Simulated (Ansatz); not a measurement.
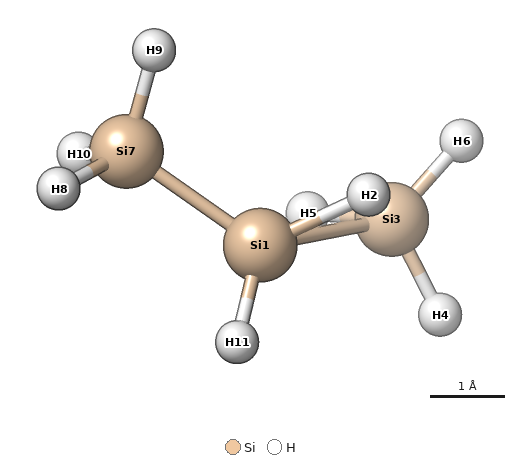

Figure 1. The structure as given in the input (ball-and-stick view, seen at a tilt; atoms are numbered from 1 in the order of the input). Bond lengths as drawn: H–Si 1.46 to 1.66 Å and Si–Si 2.22 to 2.42 Å.

**Geometry relaxation of Si₃H₈**

The run: geometry relaxation of Si₃H₈. Method and program: RKS r2SCANh/def2-SVP (Ansatz 0.2.0).

The input holds or restrains some coordinates. It belongs to a series of runs on one base structure; here: pulled along the bonds that form and break, towards end A. Figures and captions count atoms from 1; the log counts them from 0 in places.

## Input file
```yaml
crystal:
  periodic: [false, false, false]
  atoms:
    - { symbol: Si, position_ang: [0.0, 0.0, 0.0] }
    - { symbol: H, position_ang: [0.6135, 0.0, 1.5424] }
    - { symbol: Si, position_ang: [2.355, 0.0, 0.5572] }
    - { symbol: H, position_ang: [2.8123, -1.3762, 0.3886] }
    - { symbol: H, position_ang: [2.4188, 0.6939, -0.7257] }
    - { symbol: H, position_ang: [3.2126, 0.6823, 1.522] }
    - { symbol: Si, position_ang: [-1.0456, 1.8115, -0.7393] }
    - { symbol: H, position_ang: [-2.4302, 1.478, -1.0607] }
    - { symbol: H, position_ang: [-1.0215, 2.8436, 0.2931] }
    - { symbol: H, position_ang: [-0.3743, 2.3069, -1.9374] }
    - { symbol: H, position_ang: [-0.6877, -1.1914, -0.4862] }
basis:
  gaussian: { orbitals: def2-SVP }
hamiltonian:
  xc: r2scanh
relax:
  f_tol: 0.15
  max_steps: 25
  restrain:
    - { distance: [1, 2], at: 2.66, k: 30.0 }
    - { distance: [0, 1], at: 1.46, k: 30.0 }
    - { distance: [0, 2], at: 2.22, k: 30.0 }
output:
  orbitals: {}
```

Machine: 4 threads of Arm Neoverse V1, 24 GiB of memory available, shared host.

Launched with:
```bash
ansatz run input.yaml --threads 4 --pin off --max-ram 5120MiB --backend cpu --events-out ev --progress --plain --runs-dir out
```

## What the program printed
```
The last accepted step is kept in [file] (removed where the run ends without a failure and the disk answers)
Engine: ansatz 0.2.0, aarch64-unknown-linux-gnu
Functional definition: r2SCANh
  parameter a = 0.1
  parameter k0 = 0.174
  parameter k1 = 0.065
  parameter a1 = 4.9479
  exchange = (1 - a)*r2scan_x(k0 = k0, k1 = k1, a1 = a1) + a*exact_x
  correlation = r2scan_c
958 factors; integrals over basis functions are off by at most 4.4e-4 eV
mean field evaluation 1: about -23749.4818 eV, gradient 1.1e1 eV
mean field evaluation 2: about -23749.9138 eV, gradient 5.9e0 eV
mean field evaluation 4: about -23750.0586 eV, gradient 7.8e-1 eV
mean field evaluation 8: about -23750.0572 eV, gradient 6.7e-3 eV
mean field -23750.05719212 eV, -872.7985034433 hartree, gradient 4.5e-5 eV, S^2 0.000000; 0 other end points of the search recorded, 0 dependent functions left out
the calculation of the forces begins
reference -23750.05720260 eV, -872.7985038285 hartree; 25, 25 occupied and 69, 69 virtual orbitals, 958 factors
relax step   1: F+E_penalty+E_count = -23750.05719212 eV  Δ(F+E_penalty+E_count) = +0.000e0 eV  max|allowed force component| = 2.686e0 eV/Å  E_restraint = 7.71670291 eV  max|allowed force component, restraints' pulls added| = 2.153e1 eV/Å  Δτ_max = 0.0000 Å  (22 SCF iters, accepted)
  distance H 1 - Si 2 = 2.0009 Å
  distance Si 0 - H 1 = 1.6599 Å
  distance Si 0 - Si 2 = 2.4200 Å
these checks for a lower state are left out or cut short: starts, cluster_reference, orbital_swaps, neighbouring_geometries, increment
958 factors; integrals over basis functions are off by at most 4.6e-4 eV
mean field evaluation 16: about -23750.9416 eV, gradient 2.8e-1 eV
mean field -23750.94265129 eV, -872.8310434677 hartree, gradient 1.2e-5 eV, S^2 0.000000; 0 other end points of the search recorded, 0 dependent functions left out
the calculation of the forces begins
reference -23750.94266194 eV, -872.8310438593 hartree; 25, 25 occupied and 69, 69 virtual orbitals, 958 factors
relax step   2: F+E_penalty+E_count = -23750.94265129 eV  Δ(F+E_penalty+E_count) = -8.855e-1 eV  max|allowed force component| = 1.933e0 eV/Å  E_restraint = 2.47786056 eV  max|allowed force component, restraints' pulls added| = 1.196e1 eV/Å  Δτ_max = 0.1949 Å  (26 SCF iters, accepted)
  distance H 1 - Si 2 = 2.3015 Å
  distance Si 0 - H 1 = 1.5694 Å
  distance Si 0 - Si 2 = 2.3772 Å
these checks for a lower state are left out or cut short: starts, cluster_reference, orbital_swaps, neighbouring_geometries, increment
958 factors; integrals over basis functions are off by at most 5.7e-4 eV
mean field -23751.72144755 eV, -872.8596637026 hartree, gradient 1.2e-5 eV, S^2 0.000000; 0 other end points of the search recorded, 0 dependent functions left out
the calculation of the forces begins
reference -23751.72145838 eV, -872.8596641005 hartree; 25, 25 occupied and 69, 69 virtual orbitals, 958 factors
relax step   3: F+E_penalty+E_count = -23751.72144755 eV  Δ(F+E_penalty+E_count) = -7.788e-1 eV  max|allowed force component| = 1.608e0 eV/Å  E_restraint = 0.34952901 eV  max|allowed force component, restraints' pulls added| = 4.288e0 eV/Å  Δτ_max = 0.1929 Å  (25 SCF iters, accepted)
  distance H 1 - Si 2 = 2.5520 Å
  distance Si 0 - H 1 = 1.5099 Å
  distance Si 0 - Si 2 = 2.3156 Å
these checks for a lower state are left out or cut short: starts, cluster_reference, orbital_swaps, neighbouring_geometries, increment
958 factors; integrals over basis functions are off by at most 6.6e-4 eV
mean field evaluation 32: about -23752.3865 eV, gradient 1.7e-4 eV
mean field -23752.38648937 eV, -872.8841035386 hartree, gradient 1.2e-5 eV, S^2 0.000000; 0 other end points of the search recorded, 0 dependent functions left out
the calculation of the forces begins
reference -23752.38650019 eV, -872.8841039361 hartree; 25, 25 occupied and 69, 69 virtual orbitals, 958 factors
relax step   4: F+E_penalty+E_count = -23752.38648937 eV  Δ(F+E_penalty+E_count) = -6.650e-1 eV  max|allowed force component| = 1.025e0 eV/Å  E_restraint = 0.03122794 eV  max|allowed force component, restraints' pulls added| = 8.867e-1 eV/Å  Δτ_max = 0.1947 Å  (23 SCF iters, accepted)
  distance H 1 - Si 2 = 2.6643 Å
  distance Si 0 - H 1 = 1.4790 Å
  distance Si 0 - Si 2 = 2.2613 Å
these checks for a lower state are left out or cut short: starts, cluster_reference, orbital_swaps, neighbouring_geometries, increment
958 factors; integrals over basis functions are off by at most 6.8e-4 eV
mean field -23752.63044708 eV, -872.8930688189 hartree, gradient 8.5e-5 eV, S^2 0.000000; 0 other end points of the search recorded, 0 dependent functions left out
the calculation of the forces begins
reference -23752.63045786 eV, -872.8930692150 hartree; 25, 25 occupied and 69, 69 virtual orbitals, 958 factors
relax step   5: F+E_penalty+E_count = -23752.63044708 eV  Δ(F+E_penalty+E_count) = -2.440e-1 eV  max|allowed force component| = 1.678e0 eV/Å  E_restraint = 0.02187504 eV  max|allowed force component, restraints' pulls added| = 2.413e-1 eV/Å  Δτ_max = 0.1973 Å  (20 SCF iters, accepted)
  distance H 1 - Si 2 = 2.6887 Å
  distance Si 0 - H 1 = 1.4658 Å
  distance Si 0 - Si 2 = 2.2446 Å
these checks for a lower state are left out or cut short: starts, cluster_reference, orbital_swaps, neighbouring_geometries, increment
958 factors; integrals over basis functions are off by at most 6.8e-4 eV
mean field -23752.65863943 eV, -872.8941048688 hartree, gradient 2.3e-5 eV, S^2 0.000000; 0 other end points of the search recorded, 0 dependent functions left out
the calculation of the forces begins
reference -23752.65865021 eV, -872.8941052650 hartree; 25, 25 occupied and 69, 69 virtual orbitals, 958 factors
relax step   6: F+E_penalty+E_count = -23752.65863943 eV  Δ(F+E_penalty+E_count) = -2.819e-2 eV  max|allowed force component| = 1.583e0 eV/Å  E_restraint = 0.02359036 eV  max|allowed force component, restraints' pulls added| = 1.263e-1 eV/Å  Δτ_max = 0.0845 Å  (21 SCF iters, accepted)
  distance H 1 - Si 2 = 2.6912 Å
  distance Si 0 - H 1 = 1.4659 Å
  distance Si 0 - Si 2 = 2.2438 Å
```

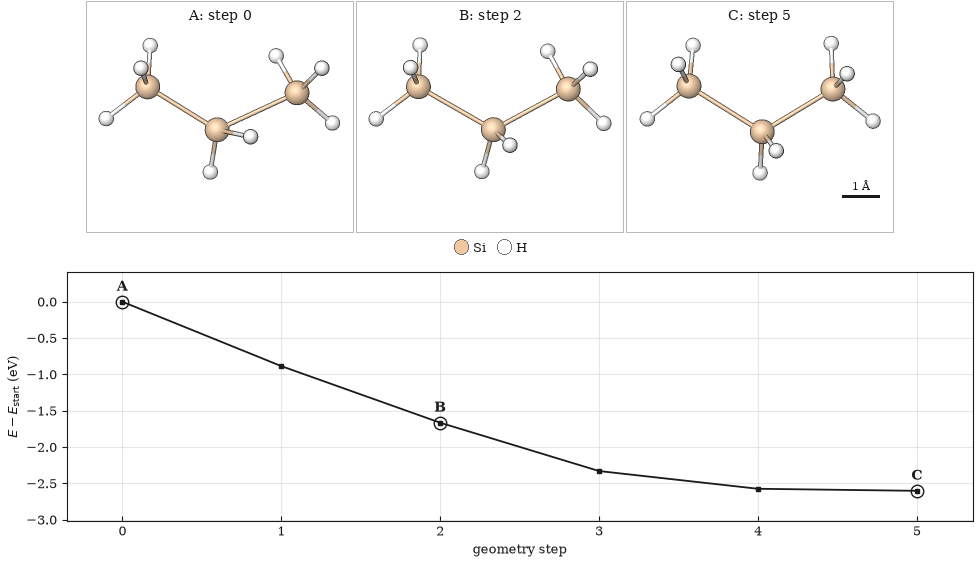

Figure 2. Frames of the restrained relaxation (ball-and-stick view, seen at a tilt) above the curves, on which the letters mark them (the first geometry is step 0 here and step 1 in the log).

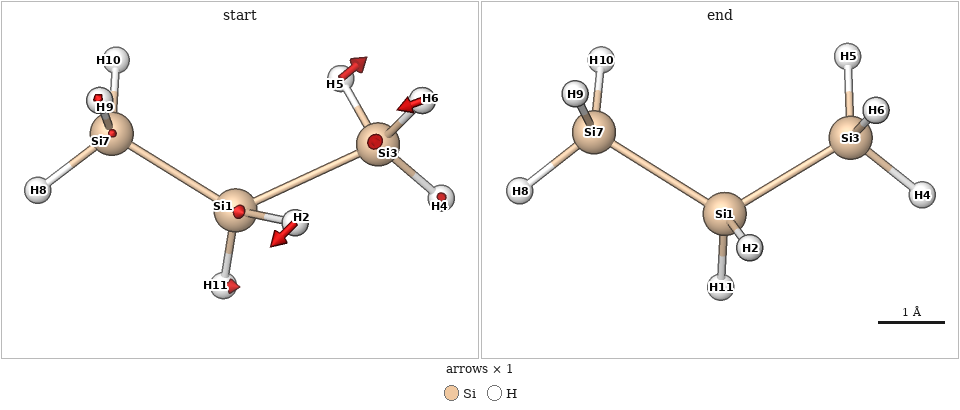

Figure 3. Before (left) and after (right) the restrained relaxation, at one scale (ball-and-stick view, seen at a tilt). The red arrows give the displacements, at true length. After 5 geometry steps the energy has fallen by 2.601 eV. The largest force component goes from 2.7 to 1.6 eV/Å. The largest move after the best rigid fit is that of H5, 0.59 Å. By element the largest moves are H 0.59 Å, Si 0.33 Å. Distances before and after: Si1–H2 1.660 → 1.466 Å, Si1–Si3 2.420 → 2.244 Å, Si1–Si7 2.218 → 2.345 Å, Si3–H4 1.460 → 1.496 Å. Among the angles that change: H2–Si1–Si3 55.0° → 90.5°, Si1–Si3–H5 80.8° → 115.5°, Si1–Si3–H6 136.4° → 108.3°. (Atoms are counted from 1 in the order of the input.)

```
958 factors; integrals over basis functions are off by at most 6.8e-4 eV
mean field -23752.65863943 eV, -872.8941048688 hartree, gradient 2.3e-5 eV, S^2 0.000000; 1 other end points of the search recorded, 0 dependent functions left out
the calculation of the forces begins
reference -23752.65865021 eV, -872.8941052650 hartree; 25, 25 occupied and 69, 69 virtual orbitals, 958 factors
Total energy: -23752.65865021 eV, -872.8941052650 hartree
Atom 0 at     0.082066    -0.020887     0.243905 Å, force    -0.759917    -0.050827    -0.262419 eV/Å
Atom 1 at     0.082511    -0.073412     1.708878 Å, force    -0.676573    -0.059350     0.661760 eV/Å
Atom 2 at     2.325531     0.012380     0.224328 Å, force     1.582728     0.166307    -0.565402 eV/Å
Atom 3 at     2.858652    -1.384447     0.271739 Å, force    -0.027631     0.007772     0.064111 eV/Å
Atom 4 at     2.952291     0.682988    -0.967964 Å, force    -0.038989    -0.078813     0.126275 eV/Å
Atom 5 at     2.795243     0.732392     1.451070 Å, force    -0.062527    -0.016902    -0.077644 eV/Å
Atom 6 at    -1.010420     1.848216    -0.657079 Å, force    -0.049437    -0.017626     0.000415 eV/Å
Atom 7 at    -2.412642     1.473818    -1.008410 Å, force     0.009220     0.034314     0.016415 eV/Å
Atom 8 at    -1.035017     2.983442     0.309004 Å, force     0.030207    -0.001502     0.006906 eV/Å
Atom 9 at    -0.308844     2.281398    -1.901877 Å, force    -0.007004    -0.007190     0.017356 eV/Å
Atom 10 at    -0.476470    -1.287289    -0.319593 Å, force    -0.000078     0.023818     0.012228 eV/Å
Dipole moment:    -0.106290     0.026292    -0.031268 e Å
```

## Trajectory as extended XYZ (Å, eV, eV/Å), 6 frames, from step=1 to step=6
```
11
Properties=species:S:1:pos:R:3:forces:R:3 step=1 energy=-23750.05719
Si    0.0000    0.0000    0.0000    1.5242  -0.7160   2.4476
H     0.6135    0.0000    1.5424   -2.0986  -0.0055  -0.3789
Si    2.3550    0.0000    0.5572   -0.4636  -0.2299  -2.6859
H     2.8123   -1.3762    0.3886    0.1913  -0.5442   0.0584
H     2.4188    0.6939   -0.7257    1.5433   0.5660  -0.5237
H     3.2126    0.6823    1.5220   -0.4348   0.3712   0.8726
Si   -1.0456    1.8115   -0.7393    0.0442   0.7323   0.2116
H    -2.4302    1.4780   -1.0607   -0.5624  -0.2061  -0.1503
H    -1.0215    2.8436    0.2931   -0.0317   0.5787   0.3389
H    -0.3743    2.3069   -1.9374    0.2225   0.3150  -0.5836
H    -0.6877   -1.1914   -0.4862    0.0656  -0.8617   0.3932
11
Properties=species:S:1:pos:R:3:forces:R:3 step=2 energy=-23750.94265
Si    0.0791   -0.0120    0.0645    0.4881  -0.5631   1.9328
H     0.4259   -0.0003    1.5950   -1.8922  -0.0699  -0.1724
Si    2.4243   -0.0021    0.4534   -0.5340  -0.2148  -0.5808
H     2.8196   -1.3919    0.3851    0.4396  -0.7566  -0.1510
H     2.4475    0.7132   -0.7571    1.6759   1.0026  -1.7017
H     3.2008    0.6836    1.5266   -0.6443   0.0903   0.2297
Si   -1.0390    1.8119   -0.7328    0.2129   0.2297   0.1878
H    -2.4342    1.4756   -1.0618   -0.3142  -0.1755  -0.0619
H    -1.0220    2.8519    0.2974   -0.0383   0.5110   0.2836
H    -0.3722    2.3107   -1.9435    0.1576   0.2085  -0.4049
H    -0.6769   -1.1920   -0.4729    0.4489  -0.2622   0.4387
11
Properties=species:S:1:pos:R:3:forces:R:3 step=3 energy=-23751.72145
Si    0.1399   -0.0224    0.1515   -0.7092  -0.3146   0.8500
H     0.2436   -0.0071    1.6578   -1.3893  -0.1206   0.1804
Si    2.4454   -0.0067    0.3675   -0.1451  -0.1150   0.4080
H     2.8386   -1.4116    0.3737    0.4497  -0.5142  -0.2765
H     2.5221    0.7452   -0.8249    1.4774   0.7753  -1.6078
H     3.1632    0.6784    1.5177   -0.6799  -0.0925  -0.2674
Si   -1.0269    1.8103   -0.7247    0.2953  -0.0174   0.2273
H    -2.4346    1.4694   -1.0619   -0.0469  -0.1432   0.0280
H    -1.0240    2.8670    0.3031   -0.0478   0.3771   0.1414
H    -0.3678    2.3148   -1.9516    0.0951   0.0903  -0.1891
H    -0.6466   -1.1886   -0.4542    0.7006   0.0748   0.5057
11
Properties=species:S:1:pos:R:3:forces:R:3 step=4 energy=-23752.38649
Si    0.1184   -0.0220    0.2284   -0.9826  -0.1413   0.0257
H     0.1098   -0.0275    1.7074   -1.0002  -0.1082   0.4818
Si    2.3781   -0.0067    0.3098    1.0247   0.1841  -0.2661
H     2.8686   -1.4086    0.3347    0.1499  -0.1090  -0.2216
H     2.6979    0.7585   -0.9075    0.7380  -0.0039  -0.3901
H     3.0625    0.6705    1.4821   -0.5592  -0.0582  -0.2314
Si   -1.0050    1.8224   -0.7044    0.0271  -0.0084   0.1290
H    -2.4134    1.4534   -1.0494    0.0760  -0.0508   0.0713
H    -1.0300    2.9068    0.3071   -0.0190   0.2165   0.0348
H    -0.3574    2.3186   -1.9519    0.0872  -0.0212   0.0012
H    -0.5767   -1.2167   -0.4023    0.4581   0.1004   0.3652
11
Properties=species:S:1:pos:R:3:forces:R:3 step=5 energy=-23752.63045
Si    0.0803   -0.0219    0.2484   -0.7549  -0.0927  -0.2461
H     0.0689   -0.0558    1.7137   -0.7527  -0.0727   0.6722
Si    2.3247    0.0049    0.2521    1.6776   0.2695  -0.6672
H     2.8658   -1.3893    0.2701   -0.0221   0.0052   0.0107
H     2.8810    0.7100   -0.9629    0.0415  -0.1714   0.2091
H     2.8748    0.7076    1.4650   -0.2367  -0.0546  -0.1554
Si   -0.9965    1.8489   -0.6682   -0.1183  -0.0494  -0.0166
H    -2.3940    1.4481   -1.0166    0.0204   0.0605   0.0249
H    -1.0389    2.9761    0.3045    0.0292   0.0273   0.0138
H    -0.3193    2.3025   -1.9201    0.0283  -0.0357   0.0504
H    -0.4940   -1.2827   -0.3321    0.0879   0.1139   0.1041
11
Properties=species:S:1:pos:R:3:forces:R:3 step=6 energy=-23752.65864
Si    0.0821   -0.0209    0.2439   -0.7599  -0.0508  -0.2624
H     0.0825   -0.0734    1.7089   -0.6766  -0.0593   0.6618
Si    2.3255    0.0124    0.2243    1.5827   0.1663  -0.5654
H     2.8587   -1.3844    0.2717   -0.0276   0.0078   0.0641
H     2.9523    0.6830   -0.9680   -0.0390  -0.0788   0.1263
H     2.7952    0.7324    1.4511   -0.0625  -0.0169  -0.0776
Si   -1.0104    1.8482   -0.6571   -0.0494  -0.0176   0.0004
H    -2.4126    1.4738   -1.0084    0.0092   0.0343   0.0164
H    -1.0350    2.9834    0.3090    0.0302  -0.0015   0.0069
H    -0.3088    2.2814   -1.9019   -0.0070  -0.0072   0.0174
H    -0.4765   -1.2873   -0.3196   -0.0001   0.0238   0.0122
```

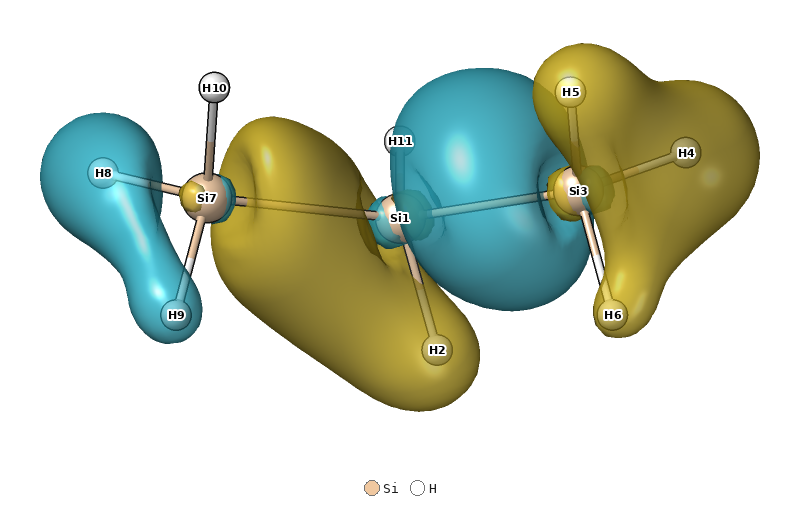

Figure 4. One frontier orbital at ±0.1 Å⁻³ᐟ² (yellow and cyan are the two phases), seen from the side. The HOMO, at −7.73 eV. By Hirshfeld shares it lies mainly on Si1 (35 %), Si3 (30 %) and Si7 (10 %).

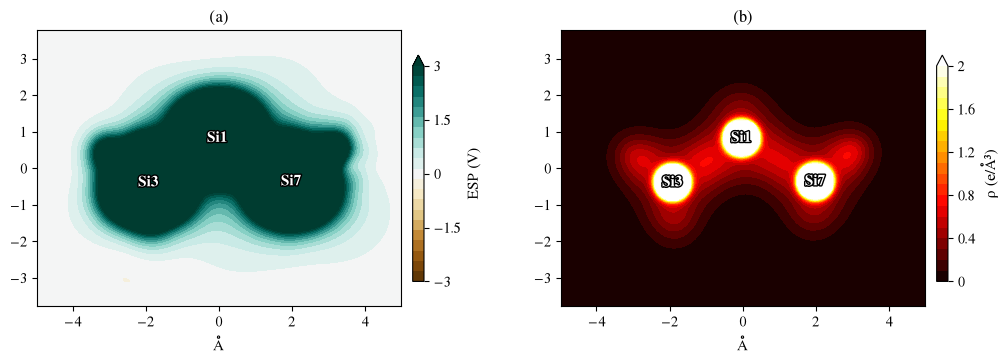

Figure 5. (a) electrostatic potential; (b) electron density on the plane of atoms Si3, Si1 and Si7. The section cuts through Si sites. Si–Si (2.24 Å): ρ at the midpoint is about 0.71 e/Å³. Si–Si (2.34 Å): ρ is about 0.62 e/Å³ halfway. The potential has no marked negative region in this plane.

## Results in brief

| quantity | value |
| --- | --- |
| outcome | converged under the restraints of the input |
| total energy | −23752.6587 eV |
| mean-field energy | −23752.6587 eV |
| largest force (length of the vector) at the end, held atoms and coordinates included | 1.689 eV/Å |
| wall time | 12 s (CPU time 45 s) |
| peak memory | 0.22 GiB |
